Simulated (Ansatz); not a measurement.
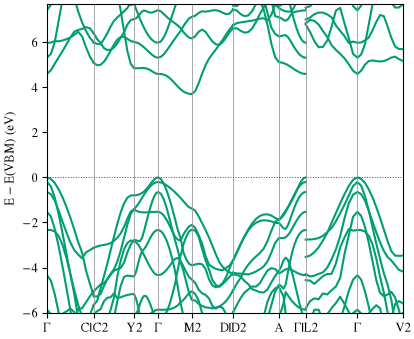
Band structure from DFT-r²SCAN in the program Ansatz with PAW potentials

Problem. Read off the gap and where the band edges lie.

Solution. About 3.7 eV (3.70 eV by a search for the band edges); maximum at Γ, minimum at M2.

Problem. Pick the material that matches.
A) BaTiAs2O8, C2/m (Pearson symbol mS24)
B) Hf2N2O, C2/m (Pearson symbol mS30)
C) MgZn3O4, C2 (Pearson symbol mS64)
D) C, C2/m (C on 4i, C on 4i, C on 4i, C on 4i)

Solution. D, C, C2/m (C on 4i, C on 4i, C on 4i, C on 4i)

The start of the workflow was typed in or built on a structure type; the Crystallography Open Database copy checked does not list it. It is not the phase usual at ambient conditions (space group No. 194, 227). The r²SCAN relaxation kept the symmetry of its start; whether a distortion lowers the energy is not shown.

Potentials: the later of the program's two PAW sets.
